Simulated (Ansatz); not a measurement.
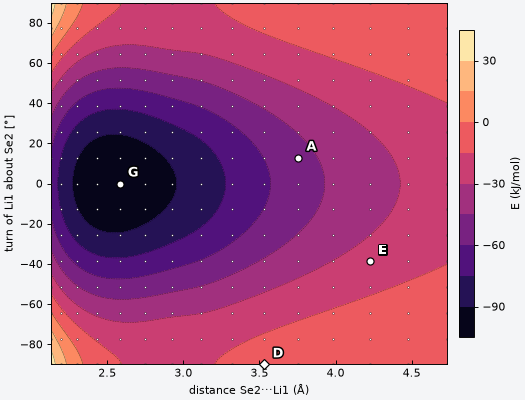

H₂LiSe, charge +1. 
- The turn is about an axis along (−0.94, −0.04, −0.35) in the frame of the relaxed pair, normal to the line between the partners.
- Coordinates scanned: (1) distance Se2···Li1; (2) turn of Li1 about Se2.
- Grid: 15 × 15 points; 120 points were computed and 105 follow by symmetry.
- Points are written as (first, second).
- Energies are in kJ/mol, from the ion and the molecule far apart, frozen as in the relaxed pair, each in its own basis (no counterpoise correction).
- Computed with RKS PBE0-D4/def2-TZVPD in Ansatz.

Drawn: filled contours, dots at the grid points, lettered points. Between grid points the surface is interpolated.

### What kind of point is each of A, E, G: minimum, saddle, maximum or slope?

A: on a slope; E: on a slope; G: minimum. (In these two coordinates alone; a stationary point may lie a little off the grid point.)

### Rank the lettered points by energy, lowest first.

G (−103 kJ/mol), A (−50 kJ/mol), E (−24 kJ/mol), D (−11 kJ/mol).
